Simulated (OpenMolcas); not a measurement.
# AlN in OpenMolcas, from active space to Ω levels, part 2 of 2

Computed with OpenMolcas 26.06; SA-CASSCF(8,8), XMS-CASPT2, RASSI; ANO-RCC-VTZP. Earlier steps stand in the parts before.

## 3. Spin–orbit coupling by RASSI

RASSI output, in excerpt (excerpt; [...] marks lines left out):

```text
[...]
   Eigenvalues of complex Hamiltonian:
  (Shifted by EMIN (a.u.) =       -297.1564074142)
 SO State       Relative EMIN(au)   Rel lowest level(eV)    D:o, cm**(-1)      Omega
     1            -0.0001402321        0.0000000000              0.0000         2.0
     2            -0.0001402320        0.0000000029              0.0000         2.0
     3            -0.0000012021        0.0037831985             30.5136         1.0
     4            -0.0000012021        0.0037831986             30.5136         1.0
     5             0.0001389376        0.0075965945             61.2707         0.0
     6             0.0001398925        0.0076225797             61.4803         0.0
     7             0.0046978152        0.1316499742           1061.8287         0.0
     8             0.0046984048        0.1316660191           1061.9581         1.0
     9             0.0046984049        0.1316660193           1061.9581         1.0
    10             0.0238533847        0.6528995754           5265.9902         0.0
    11             0.0286672620        0.7838918495           6322.5142         1.0
    12             0.0286672643        0.7838919109           6322.5146         1.0
    13             0.0595069741        1.6230831668          13091.0486         2.0
    14             0.0595520660        1.6243101800          13100.9451         2.0
[...]
```

Wall time 39 s (1 thread of Intel Xeon Platinum 8488C (Sapphire Rapids), shared host).

Levels:

```json
{"Ω": "2", "energy (cm⁻¹)": "0", "parentage": "100% (1)3Π", "f from lowest": "0"}
{"Ω": "1", "energy (cm⁻¹)": "31", "parentage": "100% (1)3Π", "f from lowest": "0"}
{"Ω": "0", "energy (cm⁻¹)": "61", "parentage": "100% (1)3Π", "f from lowest": "0"}
{"Ω": "0", "energy (cm⁻¹)": "61", "parentage": "100% (1)3Π", "f from lowest": "0"}
{"Ω": "0", "energy (cm⁻¹)": "1062", "parentage": "100% (1)3Σ", "f from lowest": "0"}
{"Ω": "1", "energy (cm⁻¹)": "1062", "parentage": "100% (1)3Σ", "f from lowest": "0.00041"}
{"Ω": "0", "energy (cm⁻¹)": "5266", "parentage": "100% (1)1Σ", "f from lowest": "0"}
{"Ω": "1", "energy (cm⁻¹)": "6323", "parentage": "100% (1)1Π", "f from lowest": "0"}
{"Ω": "2", "energy (cm⁻¹)": "13091", "parentage": "100% (1)1Δ", "f from lowest": "0"}
{"Ω": "0", "energy (cm⁻¹)": "17188", "parentage": "100% (2)3Σ", "f from lowest": "0"}
{"Ω": "1", "energy (cm⁻¹)": "17188", "parentage": "100% (2)3Σ", "f from lowest": "0.0005"}
{"Ω": "0", "energy (cm⁻¹)": "19801", "parentage": "100% (2)1Σ", "f from lowest": "0"}
{"Ω": "2", "energy (cm⁻¹)": "20049", "parentage": "100% (2)3Π", "f from lowest": "0.031"}
{"Ω": "1", "energy (cm⁻¹)": "20066", "parentage": "100% (2)3Π", "f from lowest": "0"}
{"Ω": "0", "energy (cm⁻¹)": "20082", "parentage": "100% (2)3Π", "f from lowest": "0"}
{"Ω": "0", "energy (cm⁻¹)": "20083", "parentage": "100% (2)3Π", "f from lowest": "0"}
{"Ω": "1", "energy (cm⁻¹)": "21553", "parentage": "100% (1)5Π", "f from lowest": "0"}
{"Ω": "0", "energy (cm⁻¹)": "21570", "parentage": "100% (1)5Π", "f from lowest": "0"}
{"Ω": "0", "energy (cm⁻¹)": "21570", "parentage": "100% (1)5Π", "f from lowest": "0"}
{"Ω": "1", "energy (cm⁻¹)": "21588", "parentage": "100% (1)5Π", "f from lowest": "0"}
{"Ω": "2", "energy (cm⁻¹)": "21605", "parentage": "100% (1)5Π", "f from lowest": "0"}
{"Ω": "3", "energy (cm⁻¹)": "21623", "parentage": "100% (1)5Π", "f from lowest": "0"}
{"Ω": "1", "energy (cm⁻¹)": "25754", "parentage": "100% (2)1Π", "f from lowest": "0"}
{"Ω": "0", "energy (cm⁻¹)": "30000", "parentage": "100% (3)3Π", "f from lowest": "0"}
{"Ω": "0", "energy (cm⁻¹)": "30000", "parentage": "100% (3)3Π", "f from lowest": "0"}
{"Ω": "1", "energy (cm⁻¹)": "30002", "parentage": "100% (3)3Π", "f from lowest": "0"}
{"Ω": "2", "energy (cm⁻¹)": "30004", "parentage": "100% (3)3Π", "f from lowest": "0.01"}
```

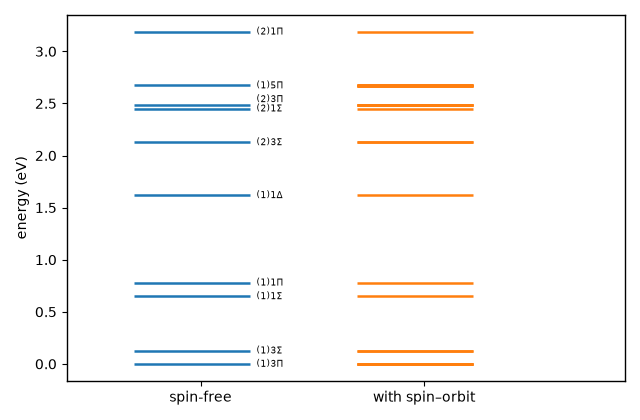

CASPT2 states and the spin-orbit levels up to 3.5 eV, from the lowest spin-free state.

## 4. Along the bond: spin-free states

The same input was run at the other distances; those logs are left out. Energies in eV from the lowest point of the curves kept (curves with gaps or mixed symmetry are left out, so lower ones can be missing). Curves are followed by energy order within each symmetry, so they can change character at crossings; Σ⁺ and Σ⁻ are counted together.

| R (Å) | (1)3Π | (1)3Σ | (2)3Σ | (1)5Π | (2)3Π |
| --- | --- | --- | --- | --- | --- |
| 1.563 | 0.852 | 1.818 | 2.047 | 4.470 | 3.245 |
| 1.654 | 0.275 | 0.901 | 1.862 | 3.516 | 2.704 |
| 1.736 | 0.045 | 0.398 | 1.928 | 2.989 | 2.508 |
| 1.818 | 0.000 | 0.128 | 2.127 | 2.673 | 2.484 |
| 1.909 | 0.087 | 0.020 | 2.432 | 2.481 | 2.585 |
| 2.000 | 0.267 | 0.043 | 2.772 | 2.400 | 2.762 |
| 2.127 | 0.585 | 0.203 | 3.257 | 2.382 | 3.072 |
| 2.291 | 1.017 | 0.513 | 3.846 | 2.423 | 3.370 |

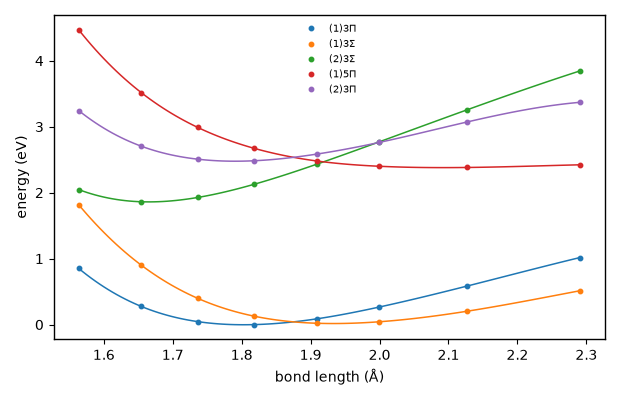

Curves of the lowest states.

## 5. Along the bond: spin–orbit levels

Energies in eV from the lowest point of the curves kept (curves with gaps or mixed symmetry are left out, so lower ones can be missing). Curves are followed by energy order within each symmetry, so they can change character at crossings; levels whose Ω could not be read are left out of the count.

```
R (Å)  (1)Ω=1  (2)Ω=1  (3)Ω=1  (2)Ω=2  (4)Ω=1
1.563   0.852   1.536   1.818   3.221   2.047
1.654   0.275   0.901   0.972   2.331   1.862
1.736   0.045   0.398   0.784   1.866   1.928
1.818   0.000   0.128   0.780   1.619   2.127
1.909   0.020   0.087   0.918   1.530   2.432
2.000   0.043   0.267   1.139   1.561   2.396
2.127   0.203   0.585   1.537   1.736   2.378
2.291   0.513   1.017   2.096   2.080   2.419
```

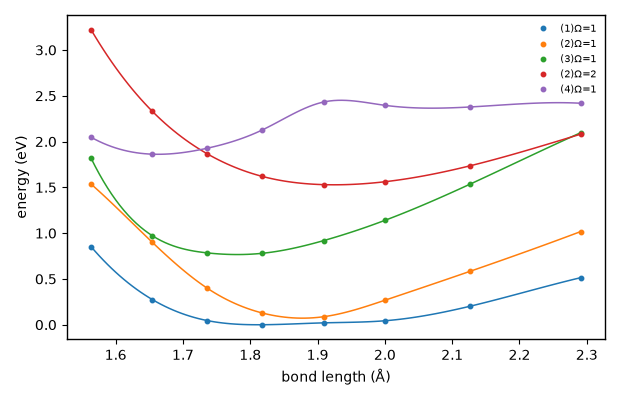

Curves of the lowest levels.

All 13 distances took 8.9 min on 1 thread of Intel Xeon Platinum 8488C (Sapphire Rapids), shared host; 5 of them failed the checks on weights, roots and symmetry and are left out.

## 6. Results

This closing draws on all 2 parts.

| quantity | value |
| --- | --- |
| lowest spin-free state | (1)3Π |
| next spin-free state | (1)3Σ, 0.128 eV |
| lowest level | Ω = 2, 100 % (1)3Π |
| next level | Ω = 1, 31 cm⁻¹ |
| lowering by spin–orbit coupling | 31 cm⁻¹ |

**Reading.** At 1.818 Å the lowest computed level has Ω = 2 and is 100 % (1)3Π. The levels that stem mainly from (1)3Π spread over 61 cm⁻¹. It is doubtful as the ground state: CASSCF puts (1)3Σ 0.06 eV below it. The levels from (1)3Σ spread over 0 cm⁻¹, with Ω = 0 lowest. Only the spin multiplicities and numbers of roots in the input were computed, so the list of states is not complete and the lowest one found need not be the ground state; labels number the states computed.
